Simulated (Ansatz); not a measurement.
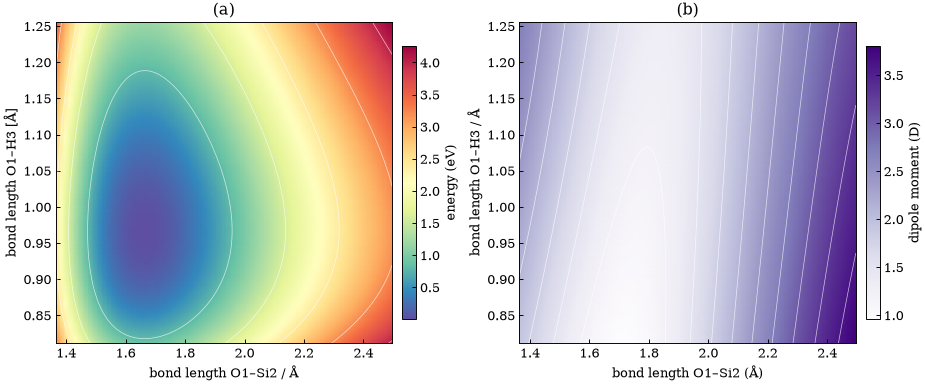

H2OSi, SMILES O[SiH]. 
- First axis: bond length O1–Si2. Second axis: bond length O1–H3.
- Nothing is relaxed (all other coordinates rigid).
- Grid: 15 × 15 points.
- Energies: eV, counted from the relaxed molecule at the same level.
- The restricted reference is unstable at some or all points, so the energies there are unreliable.
- Method: RHF-MP2, frozen core/def2-TZVP in Ansatz.

Panel (a) is the energy and panel (b) the computed dipole moment on the same grid.

Drawn: a smooth colour map with a few white contour lines. Between grid points the surface is interpolated.

How does the dipole moment vary over the map, and what is it at the lowest grid point?

Answer. Leaving out the highest fifth of the energies, it runs from 0.97 D at bond length O1–Si2 = 1.688 Å, bond length O1–H3 = 0.811 Å to 3.33 D at bond length O1–Si2 = 2.415 Å, bond length O1–H3 = 0.938 Å. At the lowest grid point, bond length O1–Si2 = 1.688 Å, bond length O1–H3 = 0.970 Å, it is 1.17 D.

```tsv
bond length O1–H3 ↓, bond length O1–Si2 →	1.364	1.445	1.526	1.607	1.688	1.769	1.849	1.930	2.011	2.092	2.173	2.253	2.334	2.415	2.496
1.256	2.70	2.38	2.07	1.78	1.54	1.37	1.33	1.40	1.59	1.83	2.11	2.39	2.67	2.92	3.14
1.224	2.66	2.34	2.03	1.74	1.50	1.34	1.31	1.40	1.59	1.85	2.13	2.42	2.70	2.96	3.19
1.192	2.62	2.30	1.98	1.70	1.46	1.31	1.29	1.39	1.60	1.86	2.16	2.45	2.73	3.00	3.23
1.160	2.57	2.25	1.94	1.65	1.42	1.28	1.27	1.39	1.61	1.88	2.18	2.48	2.77	3.04	3.27
1.129	2.52	2.20	1.89	1.61	1.38	1.25	1.25	1.39	1.62	1.90	2.20	2.50	2.80	3.07	3.32
1.097	2.46	2.15	1.84	1.56	1.34	1.22	1.24	1.39	1.63	1.92	2.23	2.54	2.84	3.11	3.36
1.065	2.41	2.09	1.79	1.51	1.30	1.19	1.22	1.39	1.64	1.94	2.26	2.57	2.87	3.15	3.41
1.033	2.35	2.04	1.73	1.46	1.25	1.16	1.21	1.39	1.66	1.96	2.28	2.60	2.91	3.20	3.45
1.002	2.29	1.98	1.68	1.41	1.21	1.13	1.20	1.40	1.67	1.98	2.31	2.63	2.95	3.24	3.50
0.970	2.23	1.92	1.62	1.36	1.17	1.11	1.19	1.40	1.69	2.01	2.34	2.67	2.99	3.28	3.55
0.938	2.17	1.86	1.57	1.31	1.13	1.08	1.19	1.41	1.71	2.04	2.38	2.71	3.03	3.33	3.60
0.906	2.10	1.80	1.51	1.25	1.08	1.06	1.18	1.42	1.73	2.06	2.41	2.74	3.07	3.37	3.65
0.875	2.04	1.74	1.45	1.20	1.04	1.03	1.18	1.43	1.75	2.09	2.44	2.78	3.11	3.42	3.70
0.843	1.98	1.68	1.39	1.15	1.00	1.01	1.18	1.45	1.78	2.13	2.48	2.82	3.16	3.47	3.75
0.811	1.92	1.62	1.33	1.10	0.97	1.00	1.18	1.47	1.80	2.16	2.52	2.87	3.20	3.52	3.81
```
